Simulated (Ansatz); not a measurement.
# C5H12Si (vinyltrimethylsilane): B3LYP/6-31G(d) (Cartesian functions)

What is the vertical singlet–triplet gap of C5H12Si (vinyltrimethylsilane) at B3LYP/6-31G* (Cartesian functions)? 

The results are computed with Ansatz 0.2.0.

31 further runs of the same task are left out: 31 set aside as unsound or not needed.

### 1 Starting point

The species is C5H12Si (18 atoms), meant as a singlet with charge 0. SMILES: `C=C[Si](C)(C)C`. The shape is that of a PBE0-D4/def2-TZVP optimisation. This is one conformer, not always the lowest.

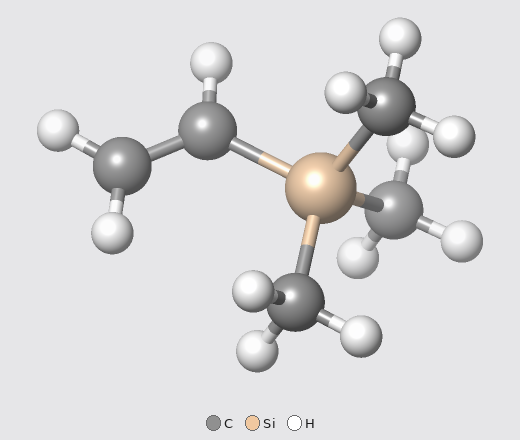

Viewed from a chosen angle; carbon grey, silicon light orange, hydrogen white.

### 2 The energy at B3LYP/6-31G(d) (Cartesian functions)

Input file run.yaml:

```yaml
crystal:
  periodic: [false, false, false]
  atoms:
    - {symbol: C, position_ang: [-2.463470, -0.560850, 0.441110]}
    - {symbol: C, position_ang: [-1.600000, 0.041460, -0.372240]}
    - {symbol: Si, position_ang: [0.250010, 0.097990, -0.111240]}
    - {symbol: C, position_ang: [0.693770, -0.817270, 1.461280]}
    - {symbol: C, position_ang: [0.791320, 1.889350, 0.012330]}
    - {symbol: C, position_ang: [1.095130, -0.702450, -1.581740]}
    - {symbol: H, position_ang: [-3.533840, -0.570330, 0.252000]}
    - {symbol: H, position_ang: [-2.138230, -1.076560, 1.340760]}
    - {symbol: H, position_ang: [-2.008990, 0.536650, -1.254490]}
    - {symbol: H, position_ang: [0.218540, -0.365270, 2.335650]}
    - {symbol: H, position_ang: [1.775050, -0.792910, 1.621980]}
    - {symbol: H, position_ang: [0.389440, -1.865980, 1.413780]}
    - {symbol: H, position_ang: [0.321910, 2.383320, 0.866720]}
    - {symbol: H, position_ang: [1.875770, 1.963820, 0.132240]}
    - {symbol: H, position_ang: [0.516990, 2.446350, -0.887640]}
    - {symbol: H, position_ang: [0.807560, -1.752570, -1.676110]}
    - {symbol: H, position_ang: [0.825840, -0.197420, -2.513330]}
    - {symbol: H, position_ang: [2.183160, -0.657310, -1.481070]}
basis:
  gaussian:
    orbitals: "6-31G*"
hamiltonian:
  xc: {name: B3LYP}
accuracy: high
output: {orbitals: {seedname: orbitals}}
```

Launch:

```
ansatz run run.yaml --threads 1 --pin off --max-ram 3480MiB --events-out events.jsonl --progress --plain --runs-dir runs
```

Output:

```text
Warning: RAYON_NUM_THREADS=1 ignored (pool sized by the plan → 1); use --threads N
Functional definition: B3LYP
  name "B3LYP"
  parameter a0 = 0.2
  parameter ax = 0.72
  parameter ac = 0.81
  exchange = (1 - a0 - ax)*slater_x + ax*b88_x + a0*exact_x
  correlation = (1 - ac)*vwn_rpa_c + ac*lyp_c
2912 factors; integrals over basis functions are off by at most 4.4e-9 eV
mean field evaluation 1: about -13244.6495 eV, gradient 7.8e1 eV
mean field evaluation 2: about -13241.0070 eV, gradient 8.3e1 eV
mean field evaluation 4: about -13258.8677 eV, gradient 4.9e0 eV
mean field evaluation 8: about -13259.1690 eV, gradient 1.3e-1 eV
mean field evaluation 16: about -13259.1691 eV, gradient 2.7e-5 eV
mean field -13259.16908325 eV, -487.2654764217 hartree, gradient 8.2e-8 eV, S^2 0.000000; 0 other end points of the search recorded, 0 dependent functions left out
reference -13259.16912835 eV, -487.2654780793 hartree; 28, 28 occupied and 90, 90 virtual orbitals, 2912 factors
Total energy: -13259.16912835 eV, -487.2654780793 hartree
```

Wall time 11 s (1 thread of Intel Xeon 6975P-C (Granite Rapids), shared host); peak memory 0.55 GiB.

### 3 The triplet

Input file molecule.yaml:

```yaml
crystal:
  periodic: [false, false, false]
  atoms:
    - {symbol: C, position_ang: [-2.463470, -0.560850, 0.441110]}
    - {symbol: C, position_ang: [-1.600000, 0.041460, -0.372240]}
    - {symbol: Si, position_ang: [0.250010, 0.097990, -0.111240]}
    - {symbol: C, position_ang: [0.693770, -0.817270, 1.461280]}
    - {symbol: C, position_ang: [0.791320, 1.889350, 0.012330]}
    - {symbol: C, position_ang: [1.095130, -0.702450, -1.581740]}
    - {symbol: H, position_ang: [-3.533840, -0.570330, 0.252000]}
    - {symbol: H, position_ang: [-2.138230, -1.076560, 1.340760]}
    - {symbol: H, position_ang: [-2.008990, 0.536650, -1.254490]}
    - {symbol: H, position_ang: [0.218540, -0.365270, 2.335650]}
    - {symbol: H, position_ang: [1.775050, -0.792910, 1.621980]}
    - {symbol: H, position_ang: [0.389440, -1.865980, 1.413780]}
    - {symbol: H, position_ang: [0.321910, 2.383320, 0.866720]}
    - {symbol: H, position_ang: [1.875770, 1.963820, 0.132240]}
    - {symbol: H, position_ang: [0.516990, 2.446350, -0.887640]}
    - {symbol: H, position_ang: [0.807560, -1.752570, -1.676110]}
    - {symbol: H, position_ang: [0.825840, -0.197420, -2.513330]}
    - {symbol: H, position_ang: [2.183160, -0.657310, -1.481070]}
basis:
  gaussian:
    orbitals: "6-31G*"
magnetization:
  spin_polarized: true
  initial_magnetization: 2
hamiltonian:
  xc: {name: B3LYP}
accuracy: high
output:
  orbitals: {seedname: orbitals}
```

Launch:

```
ansatz run molecule.yaml --threads 1 --pin off --max-ram 3480MiB --events-out events.jsonl --progress --plain --runs-dir runs
```

Output (excerpt; [...] marks lines left out):

```text
Warning: RAYON_NUM_THREADS=1 ignored (pool sized by the plan → 1); use --threads N
[... 7 set-up lines as earlier in the session ...]
2912 factors; integrals over basis functions are off by at most 4.4e-9 eV
mean field evaluation 1: about -13240.7301 eV, gradient 5.4e1 eV
mean field evaluation 2: about -13237.6125 eV, gradient 5.7e1 eV
mean field evaluation 4: about -13254.5251 eV, gradient 9.9e-1 eV
mean field evaluation 8: about -13254.7752 eV, gradient 1.3e-1 eV
mean field evaluation 16: about -13254.7753 eV, gradient 1.0e-4 eV
mean field -13254.77531314 eV, -487.1040083485 hartree, gradient 2.9e-8 eV, S^2 2.006208; 0 other end points of the search recorded, 0 dependent functions left out
reference -13254.77535838 eV, -487.1040100109 hartree; 29, 27 occupied and 89, 91 virtual orbitals, 2912 factors
Total energy: -13254.77535838 eV, -487.1040100109 hartree
```

It took 19 s on 1 thread of Intel Xeon 6975P-C (Granite Rapids), shared host; peak memory 0.77 GiB.

### 4 What came out

At B3LYP/6-31G* (Cartesian functions):

| quantity | value |
| --- | --- |
| singlet: total energy | -487.26548 Eh |
| singlet: HOMO energy | -7.05 eV |
| singlet: LUMO energy | 0.20 eV |
| singlet: HOMO–LUMO gap | 7.24 eV |
| triplet: total energy | -487.10401 Eh |
| triplet: HOMO energy (highest over α and β) | -2.76 eV |
| triplet: ⟨S²⟩ | 2.006 |
| vertical energy of the triplet above the singlet | 4.394 eV |

In words: At this shape the triplet lies 4.39 eV (101 kcal/mol) above the singlet.
